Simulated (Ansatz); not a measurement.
```yaml
atoms:
  - { symbol: F, position_ang: [-0.2980, -1.4373, 3.0158] }
  - { symbol: In, position_ang: [-0.1199, -0.6140, 1.2838] }
  - { symbol: C, position_ang: [0.2217, 0.9159, -0.1352] }
  - { symbol: C, position_ang: [-0.1018, -0.4824, -0.8271] }
  - { symbol: H, position_ang: [1.2284, 1.2922, -0.3005] }
  - { symbol: H, position_ang: [-0.5149, 1.6987, -0.3001] }
  - { symbol: H, position_ang: [0.7110, -0.9133, -1.4070] }
  - { symbol: H, position_ang: [-1.0343, -0.5169, -1.3853] }
```

Geometry: PBE0-D4/def2-TZVP; core potentials replace the inner electrons of In.

All numbers below come from RKS PBE0-D4/def2-TZVPP in Ansatz 0.2.0.

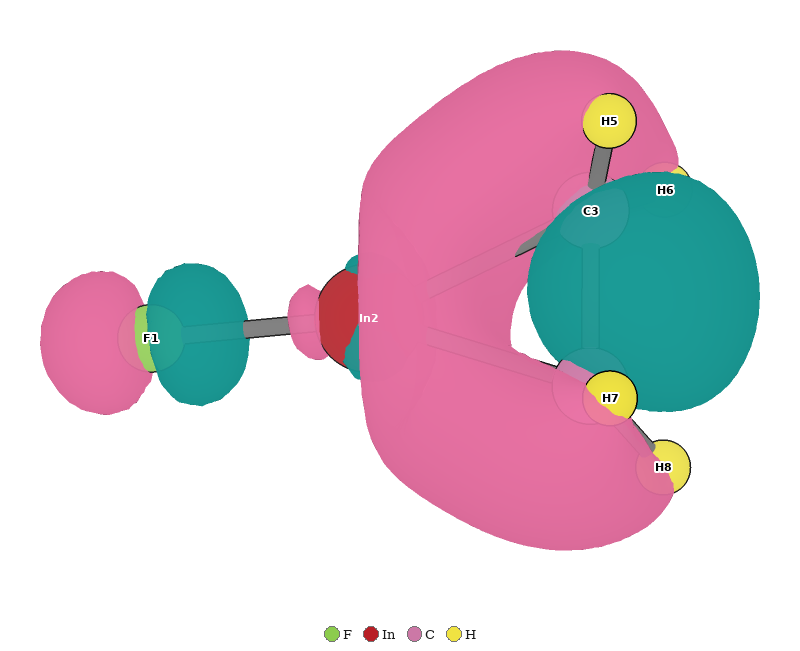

C₂H₄FIn. The HOMO−1 at ±0.1 Å⁻³ᐟ² (teal and pink are the two phases), seen at a tilt.

### Describe this orbital and give its energy.

Its weight (Hirshfeld) is mainly on C4 (about 30 %), C3 (about 30 %), In2 (about 20 %) and F1 (about 10 %). Its energy is −8.80 eV.
